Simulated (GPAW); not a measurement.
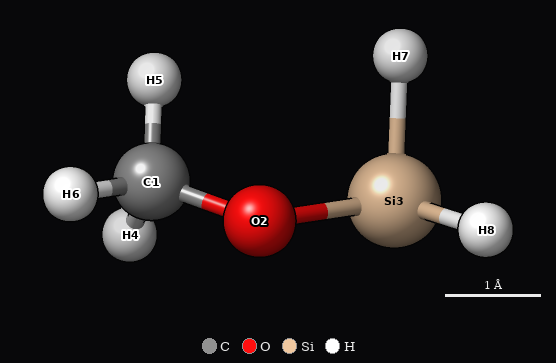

Fig. 1: The structure as given in the input (ball-and-stick view, seen at an oblique angle; atoms are numbered from 1 in the order of the input). Bond lengths as drawn: C–H 1.10 to 1.11 Å, C–O 1.34 Å, H–Si 1.50 to 1.53 Å and O–Si 1.75 Å.

CH5OSi (charge −1): calculation of the molecule and its ions

System: CH5OSi, charge −1, SMILES CO[SiH2-].
Method: RPBE/real-space grid, scalar-relativistic datasets (GPAW 26.7.0).

The geometry comes from this level: GFN2-xTB.

**The input (calc.py)**
```python
from ase.io import read
from gpaw import GPAW

# Geometry
atoms = read("mol.sdf")
atoms.center(vacuum=5.5)

energies = {}
for name, charge, unpaired in [("start", -1, 0), ("oxidised", 0, 1)]:
    atoms.set_initial_magnetic_moments([unpaired / len(atoms)] * len(atoms))
    calculator = GPAW(mode="fd",
                      xc="RPBE",
                      h=0.18,
                      symmetry="off",
                      maxiter=100,
                      occupations={"name": "fermi-dirac", "width": 0.0, "fixmagmom": unpaired > 0},
                      charge=charge,
                      txt=f'{name}.txt')
    atoms.calc = calculator
    energies[name] = atoms.get_potential_energy()
    print(f'{name:10} {energies[name]:12.5f} eV')

ip = energies["oxidised"] - energies["start"]
print(f"Vertical IP: {ip:.3f} eV")
```

**File mol.sdf**
```

     RDKit          3D

  8  7  0  0  0  0  0  0  0  0999 V2000
   -0.4971    0.9567   -0.2170 C   0  0  0  0  0  0  0  0  0  0  0  0
   -0.5995   -0.2119    0.4346 O   0  0  0  0  0  0  0  0  0  0  0  0
    0.4718   -1.4562   -0.1791 Si  0  0  0  0  0  3  0  0  0  0  0  0
   -0.7574    0.8670   -1.2920 H   0  0  0  0  0  0  0  0  0  0  0  0
    0.5289    1.3760   -0.1873 H   0  0  0  0  0  0  0  0  0  0  0  0
   -1.1721    1.7090    0.2295 H   0  0  0  0  0  0  0  0  0  0  0  0
    1.8075   -0.8536    0.2454 H   0  0  0  0  0  0  0  0  0  0  0  0
    0.2180   -2.3871    0.9659 H   0  0  0  0  0  0  0  0  0  0  0  0
  2  1  1  0
  3  2  1  0
  4  1  1  0
  5  1  1  0
  6  1  1  0
  7  3  1  0
  8  3  1  0
M  CHG  1   3  -1
M  END
$$$$
```

Command:
```bash
OMP_NUM_THREADS=1 python calc.py
```

**Log**
```
start         -38.09427 eV
oxidised      -36.62110 eV
Vertical IP: 1.473 eV
```

**Summary**

```tsv
quantity	value
outcome	converged
ionisation energy	1.47 eV
hardware	1 thread of Arm Neoverse V1, 24 GiB of memory available, shared host
wall time	2.3 min
peak memory	2.1 GiB
```
